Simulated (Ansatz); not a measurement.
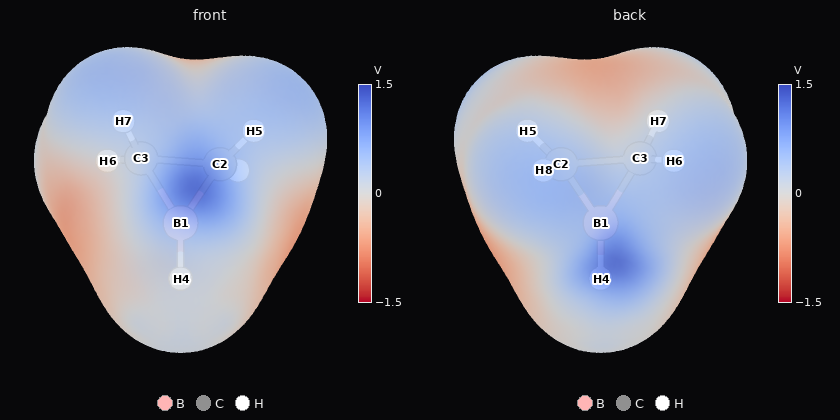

Figure. C$_{2}$H$_{5}$B. The electrostatic potential painted on the density surface at 0.001 e/bohr³, seen from the front and from behind; red is negative and blue positive.

Geometry: PBE0-D4/def2-TZVP.

All numbers below come from Ansatz, RKS PBE0-D4/def2-TZVPP.

Input file:

```
crystal:
  periodic: [false, false, false]
  atoms:
    - {symbol: B, position_ang: [-0.476409, -0.400955, -0.887424]}
    - {symbol: C, position_ang: [-0.030877, 1.018819, -0.564920]}
    - {symbol: C, position_ang: [0.180123, -0.113483, 0.455927]}
    - {symbol: H, position_ang: [-0.973388, -1.170606, -1.638372]}
    - {symbol: H, position_ang: [0.849290, 1.433547, -1.049142]}
    - {symbol: H, position_ang: [-0.421851, -0.097416, 1.360660]}
    - {symbol: H, position_ang: [1.198976, -0.442701, 0.642268]}
    - {symbol: H, position_ang: [-0.771635, 1.778909, -0.331009]}
basis:
  gaussian: {orbitals: def2-TZVPP}
hamiltonian: {xc: pbe0, dispersion: d4}
output: {orbitals: {seedname: orbitals}}
```

Command:

```sh
ansatz run in.yaml --threads 2 --pin off --events-out ev --progress --plain --max-ram 4352MiB
```

Which sites attract a positive test charge, and which a negative one?

A positive charge is drawn to the negative regions and a negative charge to the positive ones. The most negative region (about −0.6 V, or −14 kcal/mol for a unit charge) lies over C2 and C3, the most positive (about +1.2 V, or +28 kcal/mol for a unit charge) over B1.
